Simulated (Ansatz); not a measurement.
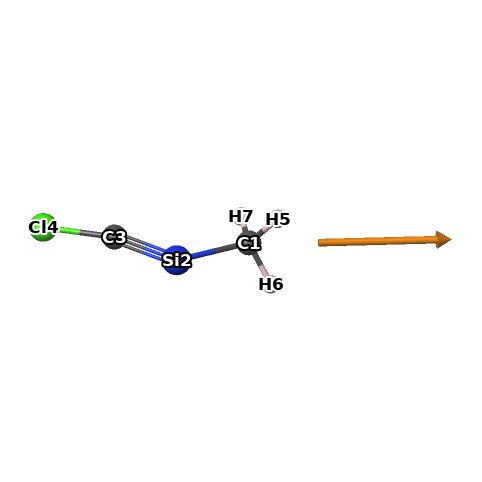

The arrow beside the molecule shows the direction of the dipole moment, from the negative to the positive end (its length means nothing). The computed structure is the end point of a PBE0-D4/def2-TZVP optimisation. No frequency run is at hand to confirm it as a minimum. Method: RKS PBE0-D4/def2-TZVP (Ansatz 0.2.0).

> How large is the dipole moment?

1.65 D; it points from the side of Cl4 to the side of H5, H6 (the outermost atoms at the two ends).
